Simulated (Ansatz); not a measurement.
**C5H6OS2 (SMILES CC(=S)CSC=C=O): density, localisation and related maps**

```xyz
14

C    -1.2246    1.6828   -1.2460
C    -0.7505    0.3103   -0.8746
C    -0.6498    0.0236    0.5851
C     2.1804   -0.2291    0.4618
C     2.7556    0.3119   -0.6107
O     3.2689    0.8350   -1.5114
S    -0.2698   -0.8095   -1.9718
S     0.9500    0.7388    1.2409
H    -1.1126    1.8697   -2.3209
H    -0.6696    2.4455   -0.6728
H    -2.2893    1.7932   -0.9712
H    -0.6668   -1.0523    0.8046
H    -1.4108    0.5548    1.1826
H     2.4700   -1.2300    0.7989
```

Geometry: r2SCAN-D4/def2-SVP.

Method: isolated molecule in a Gaussian basis; Kohn-Sham density functional theory, functional PBE0 in Ansatz.

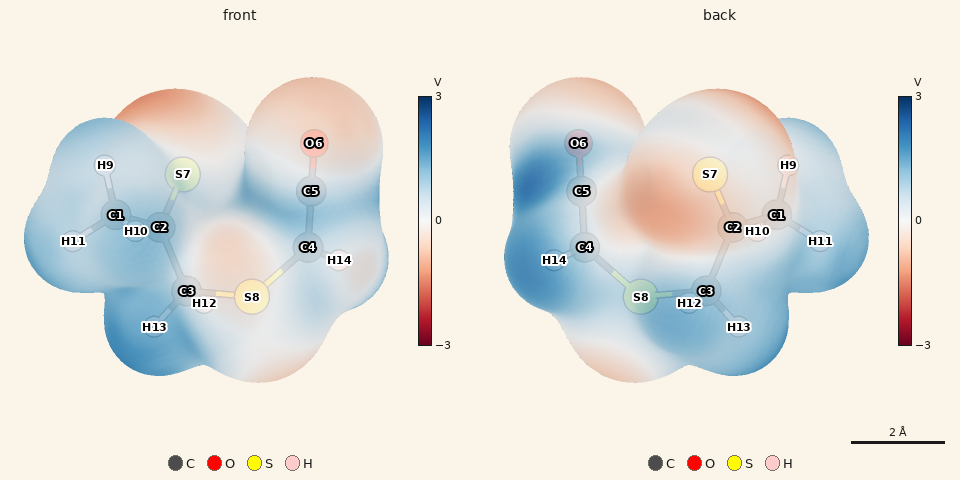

Figure 1. The molecular electrostatic potential painted on the density surface at 0.004 e/bohr³, seen from the front and from behind; red is negative and blue positive.

Q: Which sites attract a positive test charge, and which a negative one?

A: A positive charge is drawn to the negative regions and a negative charge to the positive ones. The most negative region (about −1.2 V, or −28 kcal/mol for a unit charge) lies over S7, the most positive (about +2.1 V, or +48 kcal/mol for a unit charge) over C5.

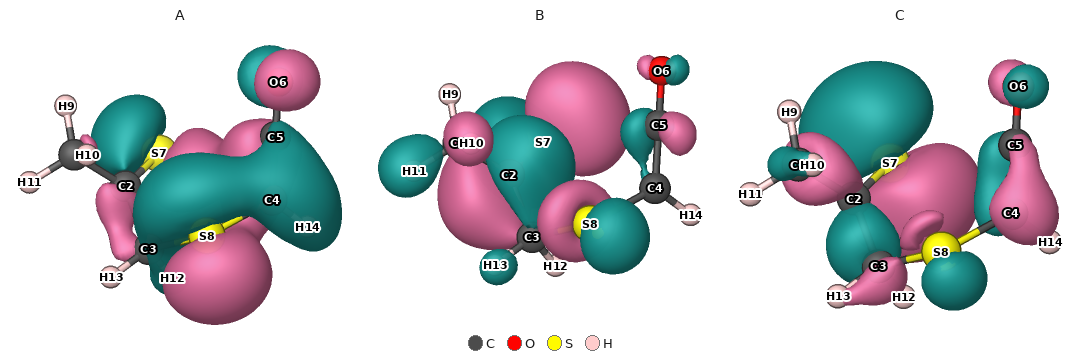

Figure 2. Three frontier orbitals at ±0.08 Å⁻³ᐟ² (teal and pink are the two phases), in no order.

Q: Order the three orbitals by energy and name them.

A: A is the HOMO−1 (−7.34 eV). It lies mainly on S8 (about 40 %), C4 (about 20 %), S7 (about 15 %), C5 (about 10 %) and O6 (about 10 %). C is the HOMO (−6.41 eV). Its weight (Hirshfeld) is mainly on S7 (about 70 %); largely a lone pair of S7. B is the LUMO (−2.33 eV). By Hirshfeld shares it lies mainly on S7 (about 40 %), C2 (about 30 %) and S8 (about 10 %); π-antibonding (π*) across S7–C2.

Q: What is the HOMO–LUMO gap?

A: 4.08 eV between the orbital energies.

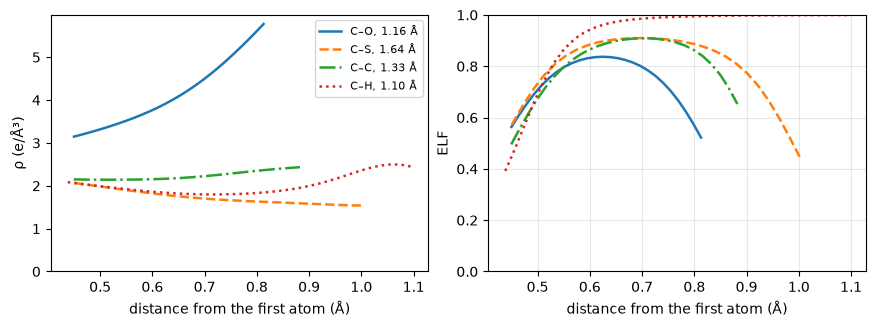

Figure 3. Electron density and ELF along straight lines between neighbouring atoms. The curves leave out the atomic cores.

Q: What kind of bonding do the profiles show?

A: C–O (1.16 Å): ρ at the midpoint is about 3.7 e/Å³; the ELF peaks at about 0.85 between the atoms (a multiple bond).
C–S (1.64 Å): ρ is about 1.6 e/Å³ halfway; the ELF peaks at about 0.90 between the atoms, as expected for a covalent bond.
C–C (1.33 Å): ρ at the midpoint is about 2.2 e/Å³; the ELF peaks at about 0.90 between the atoms: a short, multiple covalent bond.
C–H (1.10 Å): the density is about 1.9 e/Å³ at the midpoint; the ELF climbs to about 1 towards the hydrogen, as it does in any bond to H; a covalent bond by its length.

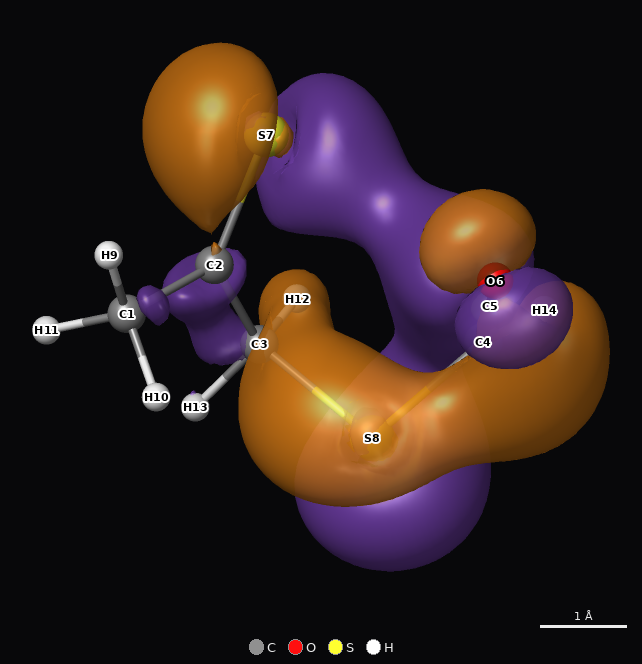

Figure 4. The HOMO−1 at ±0.08 Å⁻³ᐟ² (orange and purple are the two phases), seen from one side.

Q: Where does this orbital lie, and at what energy?

A: By Hirshfeld shares it lies mainly on S8 (about 40 %), C4 (about 20 %), S7 (about 15 %), C5 (about 10 %) and O6 (about 10 %). Its energy is −7.34 eV.
